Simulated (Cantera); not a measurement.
Input: 1 mol borazine, 0.25 mol NH3, at 6.70 mbar.

Method: chemical equilibrium by Gibbs-energy minimisation in Cantera with the NASA 1993 tables (ideal gas, pure condensed phases). Candidate condensed phases: B, BN; 15 gas species. The feed counts by its element totals alone. Mutual solubility and eutectic melting of coexisting phases are not modelled. The tables' values for BH2 are old estimates; treat these amounts as uncertain. Equilibrium is a limit: real reactors are often held back by kinetics, nucleation or transport.

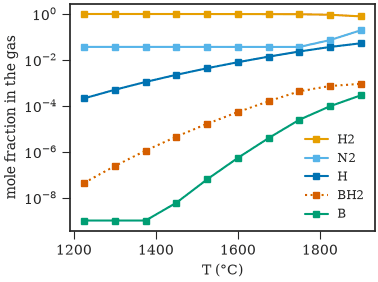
Equilibrium gas composition (values under 1e-9 drawn at 1e-9)

Q: Read off the mole fractions at 1675 °C.

A: H2 about 0.95, N2 about 0.036, H about 0.013, BH2 about 0.00015, B about 3.9e-6.
